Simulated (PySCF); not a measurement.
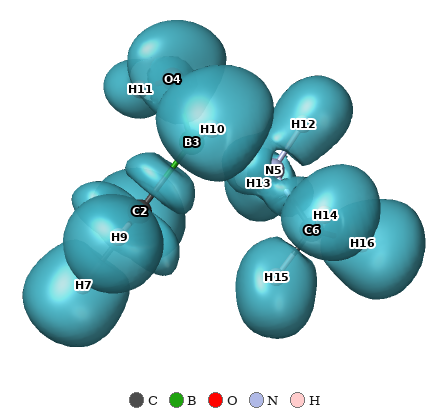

C3H10BNO. Isosurface of the ELF at 0.75 (cyan), seen at a tilt. Core shells and regions of very low density are left out.

Geometry: GFN2-xTB.

The calculation used PBE0/def2-SVPD, SCF density, gas phase (PySCF 2.14.0).

```xyz
16

C     2.0096   -0.5739    0.0047
C     1.1510    0.1539   -0.6950
B     0.0336    1.1209   -0.0641
O     0.4730    2.0570    0.9042
N    -0.9637    0.0111    0.8910
C    -1.7086   -0.9878    0.1400
H     2.7665   -1.2014   -0.4454
H     2.0110   -0.5782    1.0883
H     1.2303    0.1021   -1.7761
H    -0.7588    1.5892   -0.8133
H     1.3230    1.8207    1.2729
H    -1.5787    0.6327    1.4074
H    -0.3200   -0.4262    1.5435
H    -2.3527   -0.4810   -0.5751
H    -1.0036   -1.6062   -0.4123
H    -2.3195   -1.6241    0.7853
```

**Describe the localisation domains.**

The ELF exceeds this value in one region between bonded B–C atoms (shared pairs), one region between bonded C–C atoms (shared pairs), seven regions around hydrogen nuclei, one joined region spread over several atoms (H, N), in which their bonds and any lone pairs are merged and one joined region spread over several atoms (H, O), in which their bonds and any lone pairs are merged. Profiles from the grid: C–C (1.33 Å): the ELF peaks at about 0.90 between the atoms: a short, multiple covalent bond. B–O (1.42 Å): the ELF peaks at about 0.90 between the atoms; a shared but strongly polarised pair.
